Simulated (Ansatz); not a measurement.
SiH₅O₃F: several calculations on one system

## 1. Relaxation

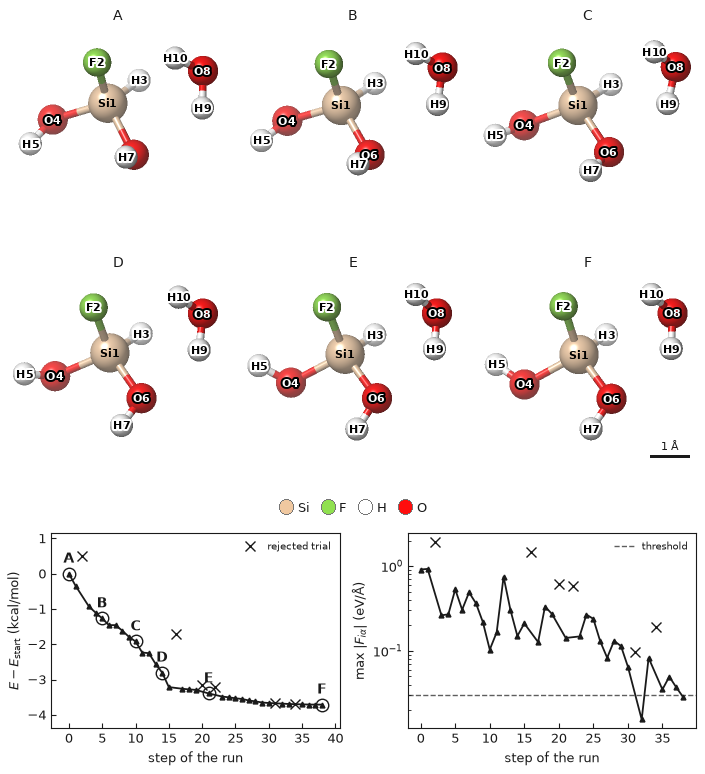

Frames of a relaxation of SiH5O3F, marked on the history of the run. The picture is a ball-and-stick view, seen at a tilt.

The run prepares an end point of a later path (reaction) calculation, from a guessed geometry.

These are results of RKS B3LYP-D4/def2-SVP (Ansatz 0.2.0), not measurements. Set-up: no spin polarisation; force threshold 0.03 eV/Å; at most 50 steps.

**Describe the path.**

H7 moves most after the best rigid fit: 0.80 Å. Largest moves by element: H 0.80 Å, O 0.65 Å, Si 0.18 Å, F 0.15 Å. Some distances before and after: O8–H10 0.984 → 0.968 Å, Si1–F2 1.614 → 1.630 Å, Si1–O4 1.647 → 1.658 Å, Si1–O6 1.668 → 1.659 Å. Bond angles that change, for instance: H3–Si1–O4 105.8° → 112.7°, O4–Si1–O6 109.6° → 103.3°, F2–Si1–O6 105.5° → 110.4°. Groups turn about Si1–O4 by about 130°, Si1–O6 by about 85°. After 32 accepted moves (38 points after the start) the energy has fallen by 3.71 kcal/mol. Largest force component: 0.91 eV/Å at the start, 0.029 eV/Å at the end. The line search rejected the trial steps at points 2, 16, 20, 22, 31, 34 of the run. The forces were under the threshold at step 32, but the run went on from there. From step 0 to 5: H atoms move most (0.20 Å), energy −1.27 kcal/mol. From step 5 to 10: H7 moves most (0.23 Å), energy −0.65 kcal/mol. From step 10 to 14: H7 moves most (0.32 Å), energy −0.89 kcal/mol. From step 14 to 21: H5 moves most (0.27 Å), energy −0.59 kcal/mol. From step 21 to 38: H5 moves most (0.37 Å), energy −0.32 kcal/mol.

## 2. Relaxation

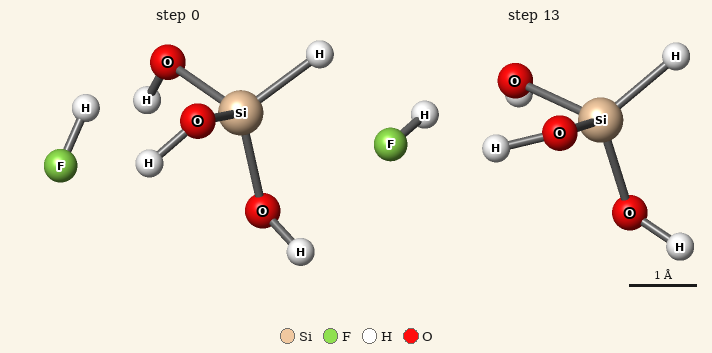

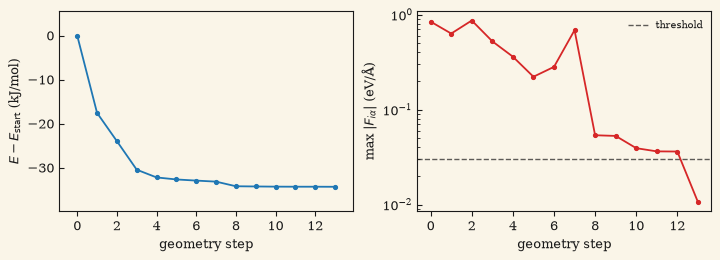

First and last geometry of a relaxation of SiH$_{5}$O$_{3}$F, with the history of the run. A ball-and-stick model, seen from a free direction.

The run prepares an end point of a later path (reaction) calculation, from a guessed geometry.

Level of theory: RKS B3LYP-D4/def2-SVP in Ansatz 0.2.0. (no spin polarisation; force threshold 0.03 eV/Å; at most 50 steps)

Did the run converge, and what did it change?

It converged. The energy falls by 34.3 kJ/mol in 13 geometry steps. Largest force component: 0.85 eV/Å at the start, 0.011 eV/Å at the end. The F atom moves most after the best rigid fit: 0.60 Å. Largest moves by element: F 0.60 Å, H 0.41 Å, O 0.33 Å, Si 0.13 Å. Near-neighbour distances that change, for instance: O–Si 1.666 → 1.637 Å, O–Si 1.676 → 1.692 Å, H–O 0.964 → 0.977 Å. Bond angles that change, for instance: O–Si–O 110.3° → 106.0°, H–Si–O 108.5° → 112.5°, H–Si–O 104.7° → 108.0°. Groups turn about O–Si by about 40°, O–Si by about 35°.

## 3. Path

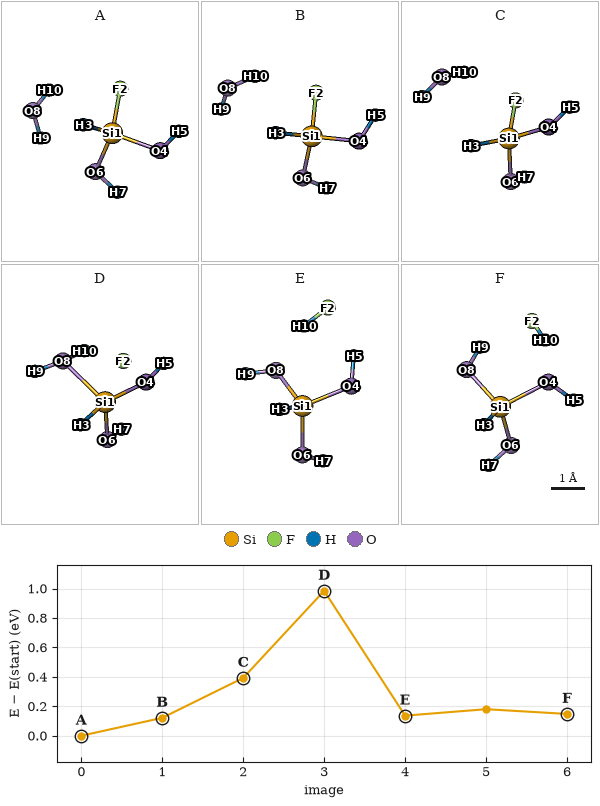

A search for the minimum-energy path of SiH5O3F by the nudged elastic band. Images are numbered from 0 (start) to 6 (end). Frames A to F are images 0, 1, 2, 3, 4, 6. The picture is a ball-and-stick view, seen from a free direction.

These are results of RKS B3LYP-D4/def2-SVP in Ansatz, not measurements. Settings: 5 movable images; climbing image; force threshold 0.05 eV/Å; iteration limit 60; starting path through a guess of the saddle point.

Q: Read off the barrier and say what moves.

A: The path has more than one stage, and so few images may leave a stage unresolved. Breaking: O8–H10 (0.97 → 1.09 at the top → 2.62 Å), Si1–F2 (1.63 → 2.05 at the top → 3.20 Å). Forming: F2–H10 (2.40 → 1.31 at the top → 0.95 Å), Si1–O8 (2.84 → 1.86 at the top → 1.64 Å). The energy climbs by 0.98 eV to image 3 and then falls by 0.84 eV, so the end point sits at +0.15 eV. The profile has 2 maxima (images 3, 5) with a dip at image 4 (+0.14 eV), so the process runs in steps. The band converged in 55 iterations. The largest component of the band force went from 92 to 0.037 eV/Å. The climbing image converged on the top of the path. Its vibrational analysis gives one imaginary mode (447i cm⁻¹), as a transition state must have.
